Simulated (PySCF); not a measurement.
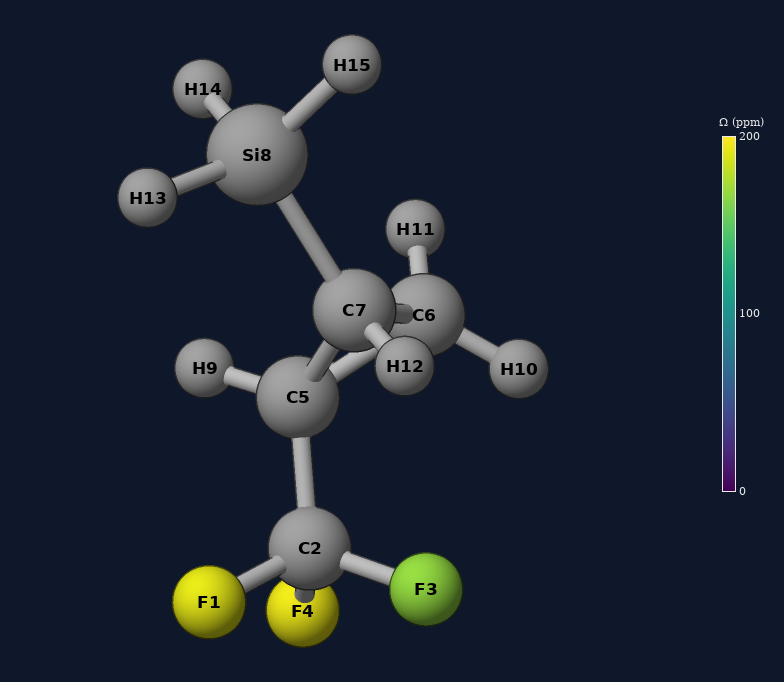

The F atoms are coloured by the span of their shielding tensor. The geometry was computed by an optimisation with GFN2-xTB. No frequency run is at hand to confirm it as a minimum. Properties computed with GIAO PBE0/pcSseg-1 NMR shielding, non-relativistic, gas phase (PySCF 2.14.0). Principal shieldings σ11 ≤ σ22 ≤ σ33, span Ω = σ33 − σ11, skew κ = 3(σiso − σ22)/Ω.

Give the shielding tensors of the F atoms.

| atom | σ11 | σ22 | σ33 | σiso | Ω | κ |
| --- | --- | --- | --- | --- | --- | --- |
| F1 | 151.8 | 242.7 | 343.0 | 245.8 | 191.2 | 0.05 |
| F3 | 184.8 | 284.0 | 352.1 | 273.6 | 167.3 | −0.19 |
| F4 | 151.6 | 245.3 | 344.7 | 247.2 | 193.1 | 0.03 |

Shieldings and span in ppm.

The geometry is semi-empirical. Around Si such bond lengths and angles can be off by a tenth of an ångström or more and by several degrees, and values that hang on the shape move with them.
